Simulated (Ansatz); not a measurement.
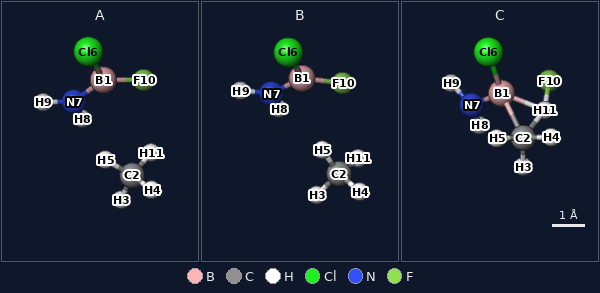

3 geometries from a converged minimum-energy path of CH6BClFN, made up at the start of CH₅BClN and HF, shuffled. A ball-and-stick model, seen at a tilt.

Computed with RKS revPBE/def2-SVP (Ansatz). Set-up: 5 movable images; climbing image; force threshold 0.05 eV/Å; iteration limit 60; starting path through a guess of the saddle point.

Question: Which of them lies highest in energy?

Answer: C. In order along the path, whose images run from 0 to 6: C (image 3, +1.45 eV), A (image 5, −1.31 eV), B (image 6, −1.33 eV). Breaking: B1–C2 (1.58 → 1.80 at the top → 3.93 Å), F10–H11 (0.94 → 1.21 at the top → 2.97 Å). Forming: B1–F10 (3.10 → 1.71 at the top → 1.35 Å), C2–H11 (3.21 → 1.36 at the top → 1.11 Å).

Limits of the set-up: the start holds two separate molecules, 2.2 Å apart at their closest, whose relative position is a soft coordinate and is computed without a dispersion correction.
